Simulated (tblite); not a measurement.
System: Li₂O, singlet: map of symmetric stretch and bend. Scanned: O-Li bond length and Li-O-Li angle.

Cartesian coordinates as functions of the variables (Å; names that start with a are angles):
```
O  0  0  0
Li  r*sin(a/2)  0  r*cos(a/2)
Li  -r*sin(a/2)  0  r*cos(a/2)
```

Computed with GFN2-xTB, 300 K electronic temperature run with tblite 0.5.0.

Energy in mEh above the lowest grid point; x is the O-Li bond length (Å), y the Li-O-Li angle (°).

```
y \ x   1.38  1.48  1.56  1.64  1.72  1.80  1.88  1.97  2.05  2.13  2.19
------  ----  ----  ----  ----  ----  ----  ----  ----  ----  ----  ----
180     24.3   4.8   0.0   1.6   7.5  16.4  27.4  41.4  54.8  68.7  79.2
173.95  24.4   4.9   0.1   1.7   7.6  16.5  27.4  41.4  54.8  68.7  79.2
165.32  24.7   5.2   0.4   2.0   8.0  16.9  27.8  41.7  55.0  68.8  79.3
156.68  25.3   5.9   1.1   2.7   8.6  17.5  28.3  42.1  55.3  69.0  79.4
148.04  26.2   6.8   2.1   3.7   9.6  18.4  29.1  42.8  55.8  69.3  79.6
139.41  27.5   8.1   3.4   5.0  10.8  19.5  30.2  43.7  56.5  69.8  79.9
130.77  29.2   9.7   5.0   6.5  12.3  20.9  31.5  44.8  57.4  70.5  80.4
122.14  31.4  11.8   6.9   8.4  14.0  22.5  32.9  46.1  58.5  71.4  81.1
113.50  34.4  14.4   9.3  10.5  16.0  24.3  34.6  47.5  59.8  72.5  82.0
104.86  38.5  17.8  12.3  13.2  18.4  26.5  36.4  49.1  61.2  73.7  83.1
96.23   44.3  22.4  16.3  16.7  21.4  29.1  38.7  51.0  62.7  74.9  84.3
85      56.3  31.8  24.1  23.3  27.0  33.8  42.7  54.2  65.4  77.0  86.0
```

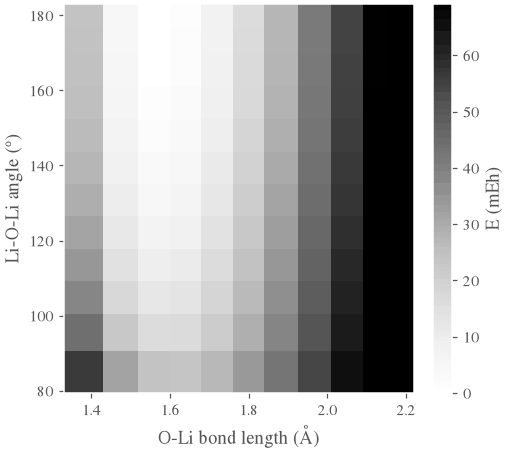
Fig. 1. Energy surface, cut off at 69 mEh.

Points that lie below all their neighbours on the grid: x = 1.56, y = 180 on the edge of the grid (0.0 mEh).
